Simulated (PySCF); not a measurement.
```xyz
11

Si    1.4222   -0.1164    0.2791
F     2.8658    0.4306   -0.2068
F     1.4432   -1.6827   -0.1315
B    -0.1609    0.7774   -0.5380
Si   -1.9301   -0.1704   -0.6082
O     1.3049    0.0534    1.9055
H    -0.0526    1.8712   -1.0374
H    -1.8640   -0.9240   -1.9076
H    -2.1269   -1.1629    0.4908
H    -3.1043    0.7532   -0.6621
H     2.0812   -0.0858    2.4571
```

Geometry: PBE0-D3(BJ)/def2-SVP.

Level of theory: PBE0/pcSseg-2, SCF density, gas phase, non-relativistic (PySCF).

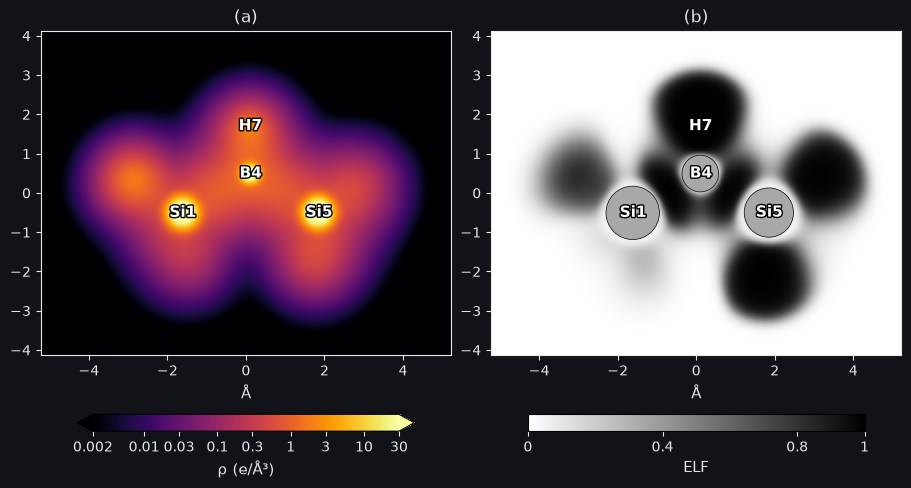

BF2H5OSi2. (a) electron density; (b) ELF on the plane of atoms Si5, B4 and H7. Grey discs cover the atomic cores in the ELF map.

Q: What does the map show?

A: The plane passes through Si, B and H nuclei. Si–B (1.99 Å): ρ at the midpoint is about 0.86 e/Å³; the ELF peaks at about 1 between the atoms; a covalent bond. B–H (1.21 Å): ρ is about 1.2 e/Å³ halfway; the ELF climbs to about 1 towards the hydrogen, as it does in any bond to H; a covalent bond by its length. The ELF also peaks beside F2, away from the bonds: lone-pair regions.
